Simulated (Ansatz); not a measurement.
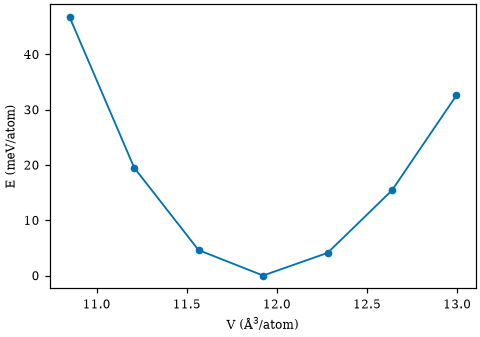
*Cu₄O in space group Pm-3m (No. 221; Cu on 1a, Cu on 3c, O on 1b) under volume change, r²SCAN (plane waves, PAW; program Ansatz), scaled uniformly.*

**Question.** What does a third-order Birch–Murnaghan fit give for V₀, B₀ and B′?

**Answer.** V₀ = 11.92 Å³/atom, B₀ = 128 GPa, B′ = 5.0.

The start of the workflow was typed in or built on a structure type; neither database checked (COD, Materials Project) lists it. Whether it is the stable phase at ambient conditions was not checked. The r²SCAN relaxation kept the symmetry of its start; whether a distortion lowers the energy is not shown. The workflow began spin-polarised and lost its moments. The volume moved by 18 % from the start of the relaxation. No Hubbard U is applied.

Potentials: the earlier of the program's two PAW sets.
